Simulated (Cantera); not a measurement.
Input: 1 mol CuF2, 7.1 mol H2O, 5.8 mol H2, at 300 Torr.

Equilibrium computed with Cantera from the NASA thermochemical tables; the gas is ideal and each condensed phase is pure. Candidate condensed phases: Cu, CuF2, CuO, Cu(OH)2, Cu2O, H2O; 27 gas species. Kinetics and transport are ignored.

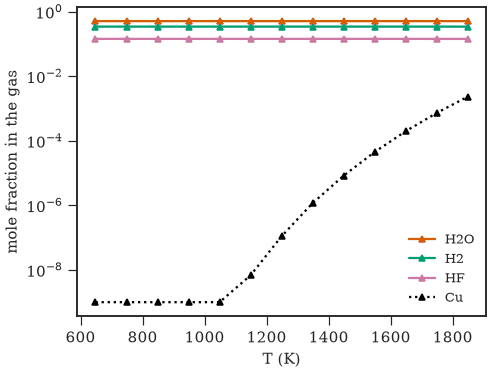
Figure: Equilibrium gas composition (values under 1e-9 drawn at 1e-9)

From 648 K to 1348 K the condensed part is Cu(s). From 1448 K to 1848 K the condensed part is Cu(l).
